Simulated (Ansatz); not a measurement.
Consider Li in the bcc (W type) structure (space group Im-3m, No. 229; a = 3.4352 Å; relaxed with 0.1 eV smearing).

Structures relaxed with PBE in Ansatz (plane waves to 420 eV, PAW, no spin-orbit coupling).

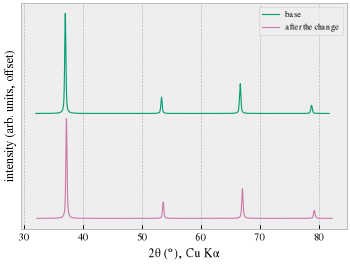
*Simulated powder patterns before (top) and after one change*

Which of these changes matches the shifts?
A. isotropic strain −1.00 %
B. isotropic strain +1.00 %
C. isotropic strain −2.50 %
D. isotropic strain −0.50 %

D, isotropic strain −0.50 %. Its volume per atom is 19.97 Å³ against 20.27 Å³, and its space group is Im-3m (No. 229).

No phonon test of stability was made.

Ansatz is a program for electronic structure.
